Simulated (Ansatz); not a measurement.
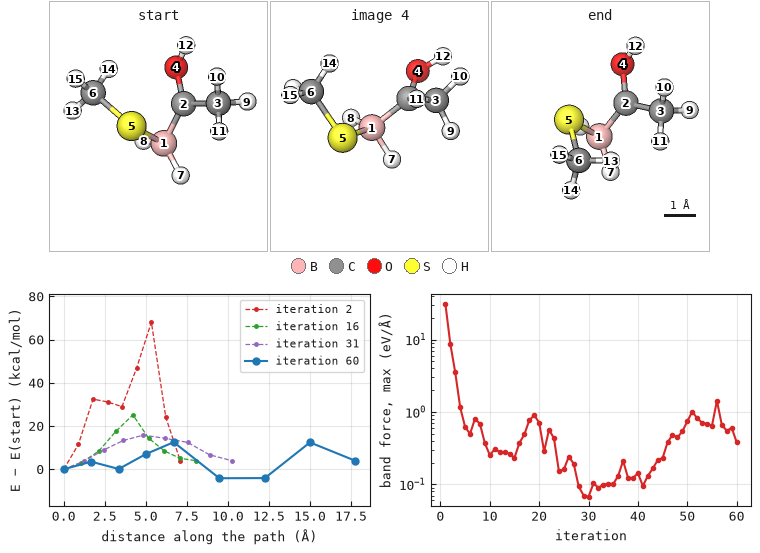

NEB run on C₃H₉BOS. Images are numbered from 0 (start) to 8 (end). The plot follows the band through its iterations. The picture is a ball-and-stick view, seen at a tilt.

Level of theory: RKS PBE-D4/def2-SVP (Ansatz). Settings: 7 movable images; climbing image; force threshold 0.05 eV/Å; iteration limit 60; starting path through a guess of the saddle point.

Judge this run.

Answer. The result isn't final. The band hadn't converged when the run stopped after 60 iterations. The largest component of the band force went from 31 to 0.38 eV/Å. The barrier read from it is provisional: over the last two iterations the highest image moved from 13.0 kcal/mol to 12.5 kcal/mol. The first iteration put the highest image at 265.0 kcal/mol. The highest point, image 4, lies 12.5 kcal/mol above the start and 8.6 kcal/mol above the end; the end is at +4.0 kcal/mol relative to the start. Image 5 lies below both ends, at −4.1 kcal/mol, which may mean an intermediate minimum or an end that is no minimum. The profile has 3 maxima (images 1, 4, 7) with a dip at image 2 (+0.1 kcal/mol), which on an unconverged band is provisional.

The run took 33 min on 2 threads of Arm Neoverse N1, with other jobs on the host, peak memory 0.18 GiB.
